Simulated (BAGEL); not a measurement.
**HF/STO-3G (density fitting with qzvpp-jkfit) run of CH5BOSi (SMILES O=CB[SiH3])**

What is the vertical singlet–triplet gap of CH5BOSi at HF/STO-3G (density fitting with qzvpp-jkfit)? 

The results are computed with BAGEL 1.2.2.

5 further runs of the same task are left out: 3 that didn't finish, 2 set aside as unsound or not needed.

### Step 1. The molecule

The species is CH5BOSi (9 atoms), meant as a singlet with charge 0. As SMILES, `O=CB[SiH3]`. The coordinates come from a PBE0-D4/def2-TZVP relaxation. This is one conformer, not always the lowest.

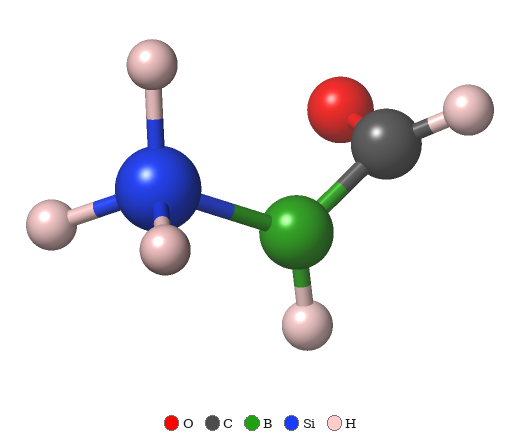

The structure, seen from a chosen angle (oxygen red, carbon dark grey, boron green, silicon blue, hydrogen pink).

### Step 2. A single-point energy at HF/STO-3G (density fitting with qzvpp-jkfit)

The input, input.json:

```json
{ "bagel": [

{
  "title": "molecule",
  "basis": "sto-3g",
  "df_basis": "qzvpp-jkfit",
  "angstrom": true,
  "geometry": [
    { "atom": "O", "xyz": [    1.060000,    1.660600,   -0.887400 ] },
    { "atom": "C", "xyz": [    0.382900,    0.824100,   -1.467700 ] },
    { "atom": "B", "xyz": [   -0.549900,    0.473800,   -0.302100 ] },
    { "atom": "Si", "xyz": [   -0.033900,   -0.897000,    1.073900 ] },
    { "atom": "H", "xyz": [    0.558700,    0.558900,   -2.523900 ] },
    { "atom": "H", "xyz": [   -1.528900,    1.149300,   -0.182900 ] },
    { "atom": "H", "xyz": [   -1.009100,   -2.021200,    0.959700 ] },
    { "atom": "H", "xyz": [    1.333000,   -1.442600,    0.858300 ] },
    { "atom": "H", "xyz": [   -0.124400,   -0.352200,    2.455000 ] }
  ]
},
{ "title": "hf" },
{ "title": "print", "file": "orbitals.molden", "orbitals": true }

]}
```

The run is started by

```
$ BAGEL_NUM_THREADS=1 BAGEL input.json > input.out
```

The program printed:

```text
* using 1 threads per process

  ===============================================================
  ===============================================================

  *** Geometry ***

  { "atom" : "O", "xyz" : [      2.003110,      3.138079,     -1.676943 ] },
  { "atom" : "C", "xyz" : [      0.723576,      1.557323,     -2.773551 ] },
  { "atom" : "B", "xyz" : [     -1.039160,      0.895352,     -0.570886 ] },
  { "atom" : "Si", "xyz" : [     -0.064062,     -1.695084,      2.029377 ] },
  { "atom" : "H", "xyz" : [      1.055790,      1.056168,     -4.769480 ] },
  { "atom" : "H", "xyz" : [     -2.889202,      2.171862,     -0.345631 ] },
  { "atom" : "H", "xyz" : [     -1.906923,     -3.819514,      1.813570 ] },
  { "atom" : "H", "xyz" : [      2.519005,     -2.726119,      1.621952 ] },
  { "atom" : "H", "xyz" : [     -0.235082,     -0.665562,      4.639278 ] },

  Number of auxiliary basis functions:      445

  Since a DF basis is specified, we compute 2- and 3-index integrals:
    o Being stored without compression. Storage requirement is 0.003 GB

  Number of basis functions:       29
  Number of electrons      :       38

    * METHOD: MOLECULE                             0.12

  *** RHF ***

  === Nuclear Repulsion ===
   132.0737402748

      * DIIS with orbital gradients will be used.

  === RHF iteration (sto-3g) ===
      0       -423.91984357          0.02250838           0.01
      1       -423.98810896          0.01944480           0.01
      2       -424.05208975          0.00207827           0.01
      3       -424.05463624          0.00070236           0.01
      4       -424.05500042          0.00029633           0.01
      5       -424.05507591          0.00006365           0.01
      6       -424.05507825          0.00002090           0.01
      7       -424.05507846          0.00000672           0.01
      8       -424.05507848          0.00000354           0.01
      9       -424.05507849          0.00000201           0.01
     10       -424.05507850          0.00000092           0.01
     11       -424.05507850          0.00000041           0.01
     12       -424.05507850          0.00000013           0.01
     13       -424.05507850          0.00000005           0.01
     14       -424.05507850          0.00000002           0.01
     15       -424.05507850          0.00000001           0.01
     16       -424.05507850          0.00000000           0.01
    * SCF iteration converged.

    * Permanent dipole moment:
           (    0.245469,     0.322045,     0.334947) a.u.

    * METHOD: HF                                   0.30

    * METHOD: PRINT                                0.00

  ===============================================================
```

It took 0.58 s on 1 thread of Arm Neoverse V2, shared host.

### Step 3. The triplet at the same level

The input, calc.json:

```json
{ "bagel" : [

{
  "title" : "molecule",
  "basis" : "sto-3g",
  "df_basis" : "qzvpp-jkfit",
  "angstrom" : true,
  "geometry" : [
    { "atom" : "O", "xyz" : [       1.060000,       1.660600,      -0.887400 ] },
    { "atom" : "C", "xyz" : [       0.382900,       0.824100,      -1.467700 ] },
    { "atom" : "B", "xyz" : [      -0.549900,       0.473800,      -0.302100 ] },
    { "atom" : "Si", "xyz" : [      -0.033900,      -0.897000,       1.073900 ] },
    { "atom" : "H", "xyz" : [       0.558700,       0.558900,      -2.523900 ] },
    { "atom" : "H", "xyz" : [      -1.528900,       1.149300,      -0.182900 ] },
    { "atom" : "H", "xyz" : [      -1.009100,      -2.021200,       0.959700 ] },
    { "atom" : "H", "xyz" : [       1.333000,      -1.442600,       0.858300 ] },
    { "atom" : "H", "xyz" : [      -0.124400,      -0.352200,       2.455000 ] }
  ]
},

{
  "title" : "uhf",
  "nopen" : 2
},

{
  "title" : "print",
  "file" : "orbitals.molden",
  "orbitals" : true
}

]}
```

The run is started by

```
$ BAGEL_NUM_THREADS=1 BAGEL calc.json > calc.out
```

The program printed:

```text
* using 1 threads per process

  ===============================================================
  ===============================================================

  *** Geometry ***

  { "atom" : "O", "xyz" : [      2.003110,      3.138079,     -1.676943 ] },
  { "atom" : "C", "xyz" : [      0.723576,      1.557323,     -2.773551 ] },
  { "atom" : "B", "xyz" : [     -1.039160,      0.895352,     -0.570886 ] },
  { "atom" : "Si", "xyz" : [     -0.064062,     -1.695084,      2.029377 ] },
  { "atom" : "H", "xyz" : [      1.055790,      1.056168,     -4.769480 ] },
  { "atom" : "H", "xyz" : [     -2.889202,      2.171862,     -0.345631 ] },
  { "atom" : "H", "xyz" : [     -1.906923,     -3.819514,      1.813570 ] },
  { "atom" : "H", "xyz" : [      2.519005,     -2.726119,      1.621952 ] },
  { "atom" : "H", "xyz" : [     -0.235082,     -0.665562,      4.639278 ] },

  Number of auxiliary basis functions:      445

  Since a DF basis is specified, we compute 2- and 3-index integrals:
    o Being stored without compression. Storage requirement is 0.003 GB

  Number of basis functions:       29
  Number of electrons      :       38

    * METHOD: MOLECULE                             0.12

  *** Open-shell HF ***

  === Nuclear Repulsion ===
   132.0737402748

      * DIIS with orbital gradients will be used.

  === UHF iteration (sto-3g) ===
      0       -423.77972288          0.03765271           0.03
      1       -423.91032762          0.02465088           0.03
      2       -423.96209201          0.01171981           0.03
      3       -423.97677833          0.00539540           0.03
      4       -423.98622925          0.00181919           0.03
      5       -423.98718700          0.00091878           0.03
      6       -423.98758959          0.00056771           0.02
      7       -423.98778325          0.00037079           0.02
      8       -423.98788493          0.00024137           0.02
      9       -423.98793087          0.00016450           0.03
     10       -423.98795610          0.00008930           0.03
     11       -423.98796244          0.00004473           0.03
     12       -423.98796386          0.00001878           0.03
     13       -423.98796408          0.00000706           0.02
     14       -423.98796411          0.00000330           0.02
     15       -423.98796411          0.00000195           0.03
     16       -423.98796411          0.00000140           0.03
     17       -423.98796411          0.00000100           0.03
     18       -423.98796411          0.00000064           0.03
     19       -423.98796411          0.00000044           0.03
     20       -423.98796411          0.00000024           0.03
     21       -423.98796411          0.00000010           0.03
     22       -423.98796411          0.00000004           0.03
     23       -423.98796411          0.00000002           0.03
     24       -423.98796411          0.00000001           0.03
     25       -423.98796411          0.00000001           0.03
    * SCF iteration converged.

    * S^2 (UHF) is 2.0134

    * Permanent dipole moment:
           (    0.110855,     0.170558,     0.264174) a.u.

    * METHOD: UHF                                  0.78

    * METHOD: PRINT                                0.00

  ===============================================================
```

Run time: 1.1 s. Hardware: 1 thread of Arm Neoverse V2, shared host.

### Step 4. What came out

Level: HF/STO-3G (density fitting with qzvpp-jkfit).

| quantity | value |
| --- | --- |
| singlet: total energy | -424.05508 Eh |
| singlet: dipole moment | 1.34 D |
| singlet: HOMO energy | -8.58 eV |
| singlet: LUMO energy | 6.67 eV |
| singlet: HOMO–LUMO gap | 15.25 eV |
| triplet: total energy | -423.98796 Eh |
| triplet: dipole moment | 0.85 D |
| triplet: ⟨S²⟩ | 2.013 |
| vertical energy of the triplet above the singlet | 1.826 eV |

At this shape the triplet lies 1.83 eV (42 kcal/mol) above the singlet. In a minimal basis such a difference can be off by several eV, whatever the method.
